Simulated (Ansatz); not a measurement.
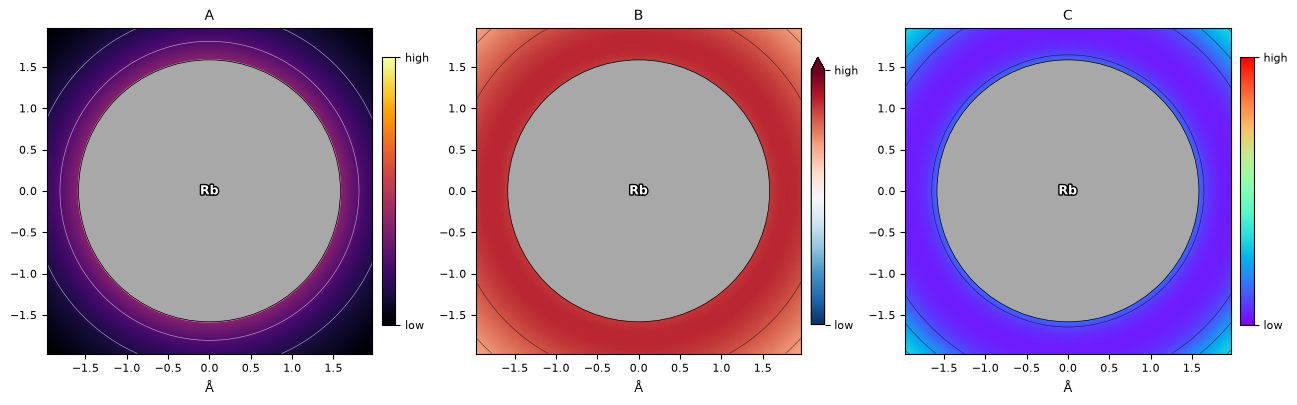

Rb (doublet): 3 fields on a plane that holds the molecular axis, with unlabelled colour scales. Grey discs cover the atomic cores.

The fields and orbitals are those of the mean-field reference, not of the correlated method; core potentials replace the inner electrons of Rb.

These are results of CCSD_T on PBE, Gaussian basis def2-TZVPP (Ansatz 0.2.0), not measurements.

```xyz
1

Rb    0.0000    0.0000    0.0000
```

Which field does each panel show? The fields are: electron density, electron localisation function and spin density.

Panel A: electron density. Panel B: spin density (confined to the atoms that carry the unpaired spin). Panel C: electron localisation function.
